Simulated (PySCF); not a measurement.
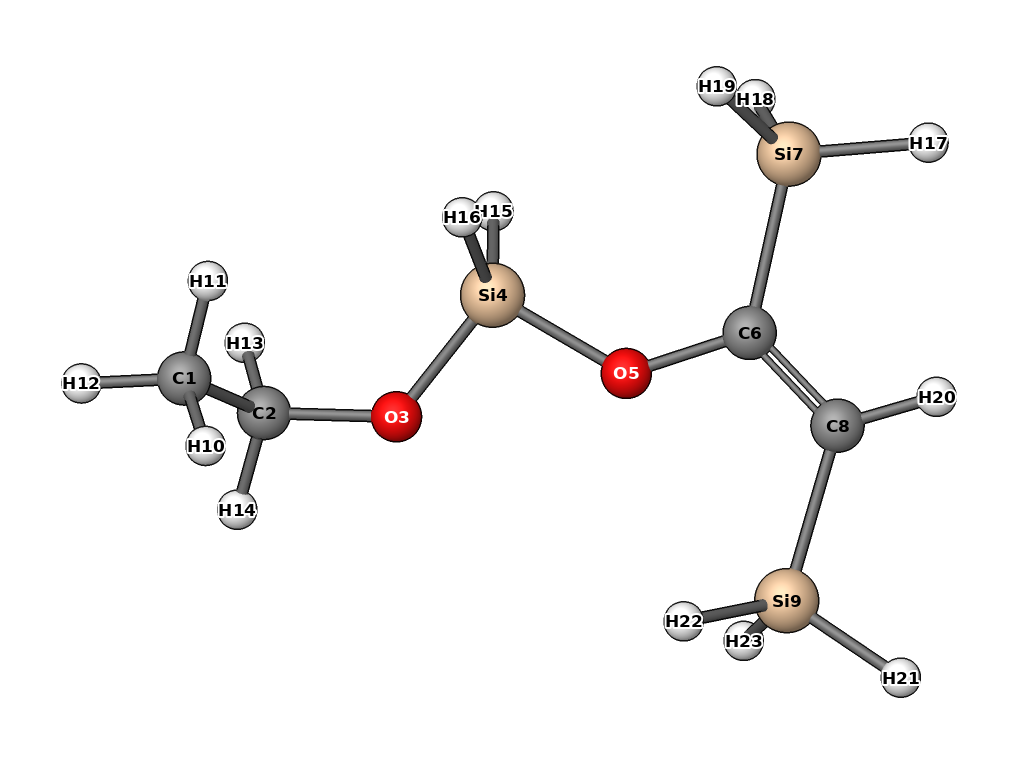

The questions are on isotropic NMR shieldings of the C atoms. The geometry was computed by an optimisation with GFN2-xTB. No frequency run is at hand to confirm it as a minimum. Properties computed with GIAO PBE0/pcSseg-1 NMR shielding, non-relativistic, gas phase (PySCF 2.14.0).

List the isotropic NMR shieldings of the C atoms.

| atom | σ (ppm) |
| --- | --- |
| C1 | 166.3 |
| C2 | 125.9 |
| C6 | 16.9 |
| C8 | 60.3 |

The geometry is semi-empirical. Around Si such bond lengths and angles can be off by a tenth of an ångström or more and by several degrees, and values that hang on the shape move with them.
